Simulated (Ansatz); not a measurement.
**CH6B2SSi: density, localisation and related maps**

Input

```
crystal:
  periodic: [false, false, false]
  atoms:
    - { symbol: Si, position_ang: [-1.0875, 0.5636, -1.7831] }
    - { symbol: S, position_ang: [0.9725, 0.231, -1.7044] }
    - { symbol: B, position_ang: [0.8679, -0.1329, 0.1254] }
    - { symbol: B, position_ang: [1.0409, 0.3544, 1.8132] }
    - { symbol: C, position_ang: [0.7216, -1.1075, 1.311] }
    - { symbol: H, position_ang: [-1.4782, 1.7428, -0.9045] }
    - { symbol: H, position_ang: [-1.4845, 0.9548, -3.1704] }
    - { symbol: H, position_ang: [-1.8309, -0.5785, -1.3826] }
    - { symbol: H, position_ang: [1.0999, 1.1651, 2.7137] }
    - { symbol: H, position_ang: [-0.3182, -1.4587, 1.4918] }
    - { symbol: H, position_ang: [1.562, -1.7911, 1.5105] }
magnetization:
  spin_polarized: true
basis:
  gaussian: { orbitals: "6-31G*" }
hamiltonian:
  xc: pbe0
relax:
  f_tol: 0.02
  max_steps: 50
output:
  orbitals: {}
```

Launched as:

```sh
ansatz run input.yaml --threads 2 --pin off --max-ram 3072MiB --backend cpu --events-out ev --progress --plain --runs-dir out
```

The fields are those of the run's last geometry, not of the input's.

These are results of Ansatz 0.2.0, UKS PBE0/6-31G*, not measurements.

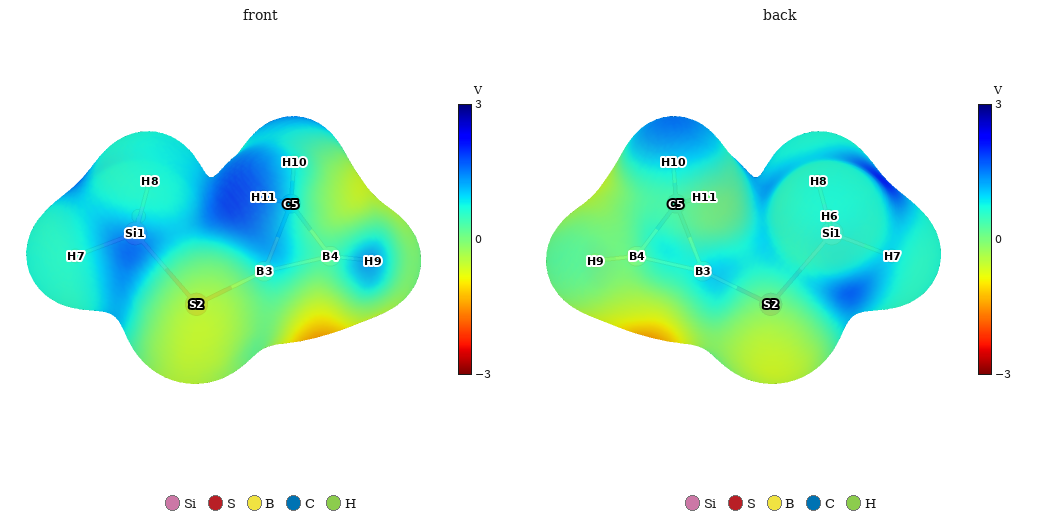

Figure 1. The electrostatic potential painted on the density surface at 0.004 e/bohr³, seen from the front and from behind; red is negative and blue positive.

### Where is the surface potential most negative and most positive?

The most negative region (about −1.3 V) lies over H9, the most positive (about +2.0 V) over Si1 and H11.

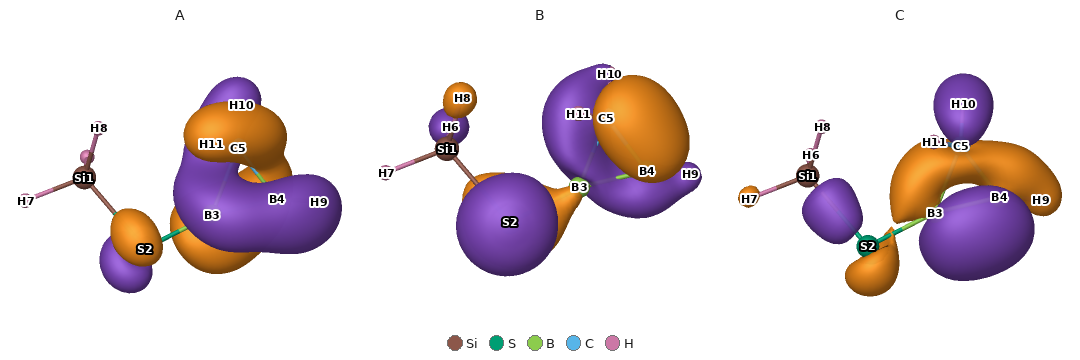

Figure 2. Three frontier orbitals at ±0.1 Å⁻³ᐟ² (orange and purple are the two phases), in no order.

### Order the three orbitals by energy and name them.

B is the HOMO−1 (−7.71 eV). Its weight (Hirshfeld) is mainly on S2 (about 35 %), C5 (about 30 %), B4 (about 15 %) and B3 (about 10 %). C is the HOMO (−6.91 eV). Its weight (Hirshfeld) is mainly on B3 (about 30 %), B4 (about 30 %), C5 (about 15 %) and S2 (about 10 %). A is the LUMO (−1.57 eV). By Hirshfeld shares it lies mainly on B3 (about 30 %), B4 (about 25 %), C5 (about 20 %) and S2 (about 10 %).

### What is the HOMO–LUMO gap?

5.34 eV between the orbital energies.

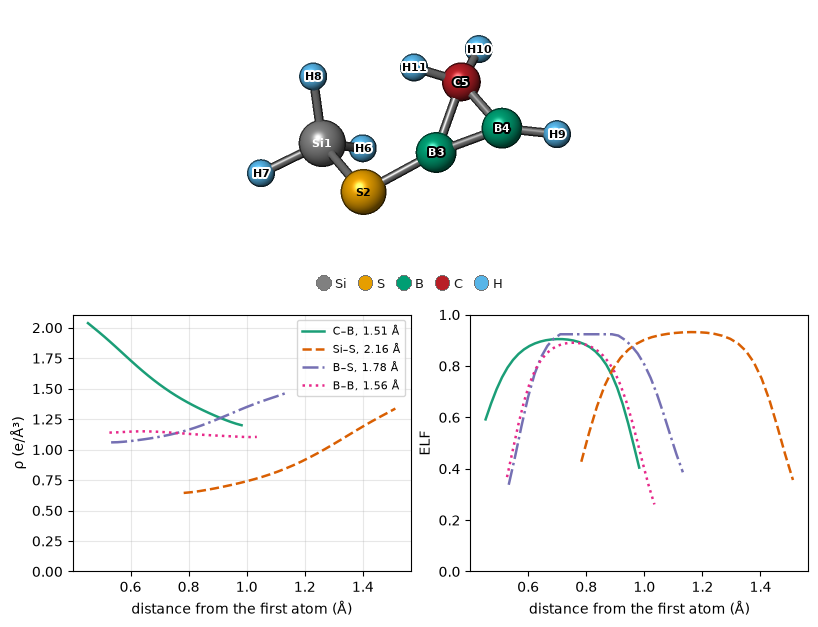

Figure 3. Electron density and electron localisation function along straight lines between neighbouring atoms. The curves leave out the atomic cores. The structure is drawn too.

### Compare the contacts.

C–B (1.51 Å): ρ is about 1.4 e/Å³ halfway; the ELF peaks at about 0.90 between the atoms: localised, covalent bonding.
Si–S (2.16 Å): ρ at the midpoint is about 0.8 e/Å³; the ELF peaks at about 0.95 between the atoms: a shared electron pair.
B–S (1.78 Å): ρ is about 1.2 e/Å³ halfway; the ELF peaks at about 0.90 between the atoms: a covalent bond.
B–B (1.56 Å): the density is about 1.1 e/Å³ at the midpoint; the ELF peaks at about 0.90 between the atoms (a covalent bond).
